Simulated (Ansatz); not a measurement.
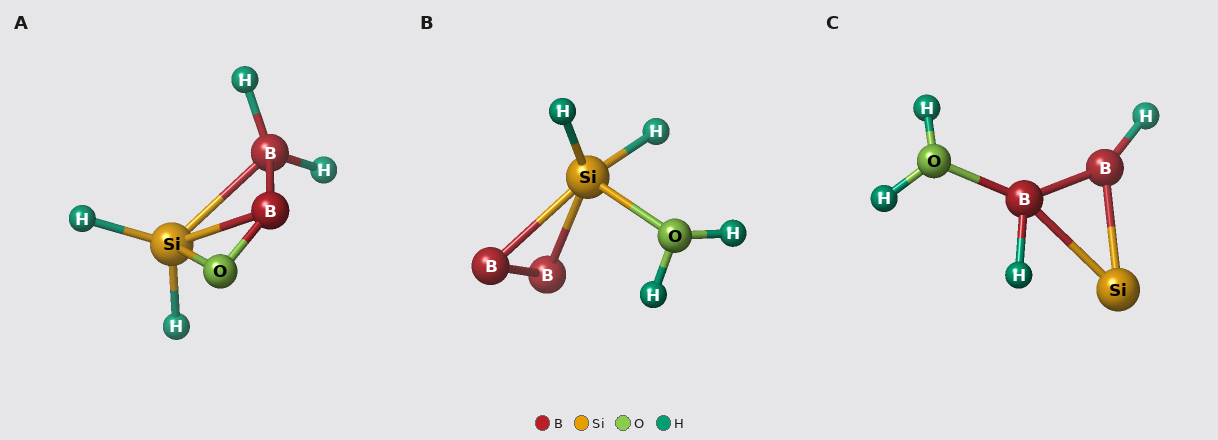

3 stationary structures of one formula. Geometries: PBE0-D4/def2-TZVP. Electronic energies: RHF-CCSD(T) (frozen core)/def2-TZVPP (Ansatz 0.2.0), without zero-point energy. No frequency run is at hand to confirm each as a minimum. Each is one conformer, not always the lowest.

**Rank them by energy, lowest first.**

A is lowest (Cs); C lies 73.6 kcal/mol above it (C1), B lies 131.4 kcal/mol above it (C1).
